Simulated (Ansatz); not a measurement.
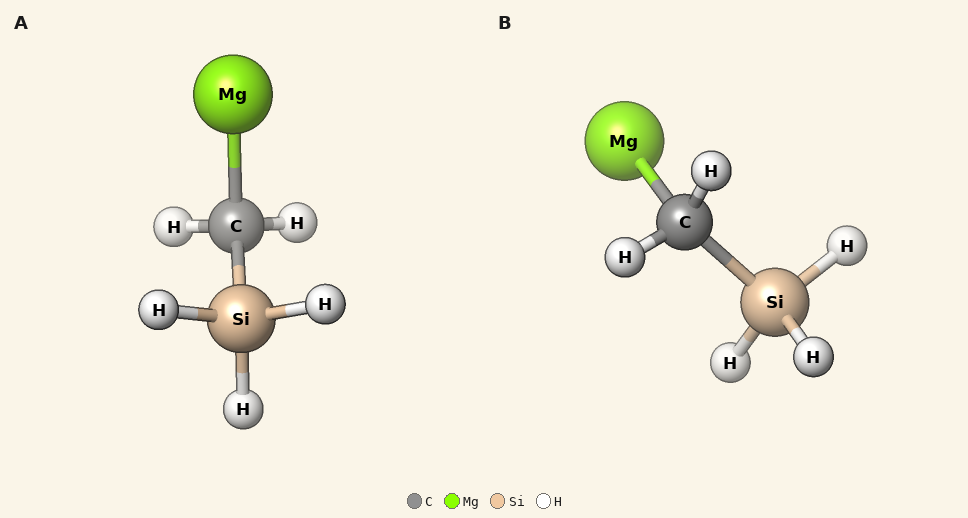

Distant atoms are faded towards the background colour. Charge +1, singlet. The geometry was computed by an optimisation with PBE-D4/def2-SVP. No frequency run is at hand to confirm it as a minimum.

> How are A and B related: the same structure turned, mirror images, conformers, diastereomers or constitutional isomers?

They are the same structure, CH5MgSi (charge +1), seen from two directions. With point group Cs it is achiral, so its mirror image would be the same too.
